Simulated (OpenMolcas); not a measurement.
## How basis sets differ on AlHBrF (SMILES [F][AlH][Br])

The species is AlHBrF (4 atoms), meant as a singlet with charge 0. SMILES: `[F][AlH][Br]`. The shape is that of a PBE0-D4/def2-TZVP optimisation.

Each level gives the HOMO–LUMO gap (eV). The values are calculated.

```csv
level,kind,program,value (eV),CPU time
HF/LANL2DZ (core potential),Hartree–Fock,OpenMolcas,12.78,2.4 s
HF/ANO-RCC-MB (DKH2),Hartree–Fock,OpenMolcas,12.89,3.3 s
HF/STO-3G,Hartree–Fock,OpenMolcas,16.37,2.1 s
HF/3-21G,Hartree–Fock,OpenMolcas,12.90,2.4 s
HF/def2-SVP,Hartree–Fock,OpenMolcas,13.37,4.5 s
HF/6-311G**,Hartree–Fock,OpenMolcas,13.01,9 s
```

All-electron rows without a relativistic Hamiltonian named are non-relativistic, while core potentials hold scalar relativity, so basis and relativity change together. The values span 12.78 to 16.37 eV. A Hartree–Fock LUMO above zero doesn't converge with the basis: it sinks as sets grow more diffuse. Orbital gaps aren't excitation energies. CPU times are rough (shared hosts, several kinds of processor): they show what a rung costs within a factor of a few.

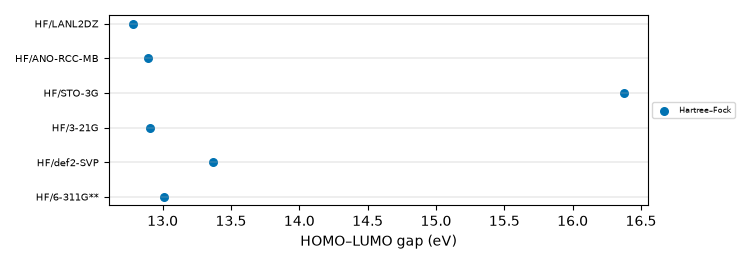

The values of the table, level by level.
